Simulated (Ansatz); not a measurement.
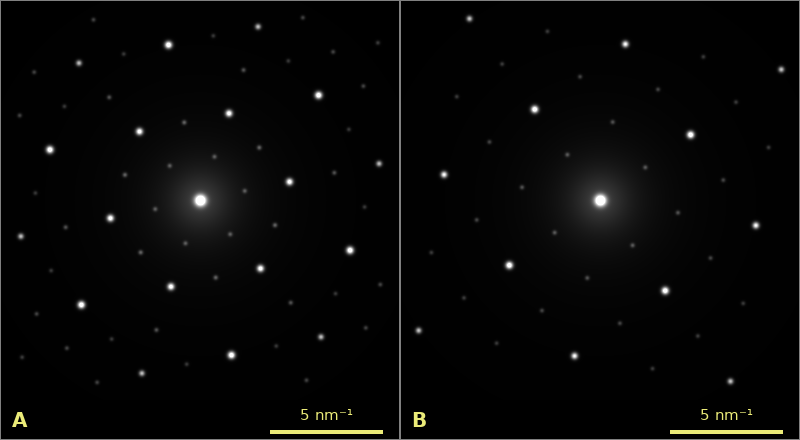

Kinematic electron diffraction patterns (300 kV, B = 0.5 Å², same scale, each along a low-index zone) of two structures of composition NbRe3, each relaxed at zero pressure with DFT PBE, scalar-relativistic, plane waves, PAW in Ansatz.

The structures (standard cells):
1. Pm-3m (No. 221), a = 3.979 Å, 4 atoms; generated start, possibly hypothetical
2. P6_3/mmc (No. 194), a = 5.616 Å, c = 4.613 Å (hexagonal axes), 8 atoms; generated start, possibly hypothetical

Question: Which pattern belongs to which structure, and along which zone?

Answer: A is structure 2 along [001]: hexagonal net of 1 -1 0 (weak) at d = 4.86 Å and 1 0 0 (weak) at d = 4.86 Å, 60.0° apart (some points of this net are extinct or too weak to see). B is structure 1 along [001] or an equivalent direction: square net of 1 0 0 (weak) at d = 3.98 Å and 0 1 0 (weak) at d = 3.98 Å, 90.0° apart (some points of this net are extinct or too weak to see).

Question: Which structure lies lowest at this level of theory, and by how much?

Answer: Structure 1 (Pm-3m, 15.75 Å³ an atom) is the lowest of these; structure 2 (P6_3/mmc, 15.75 Å³ an atom) lies about 34 meV an atom higher. These are static energies at 0 K; other structures, not shown, may lie lower still.
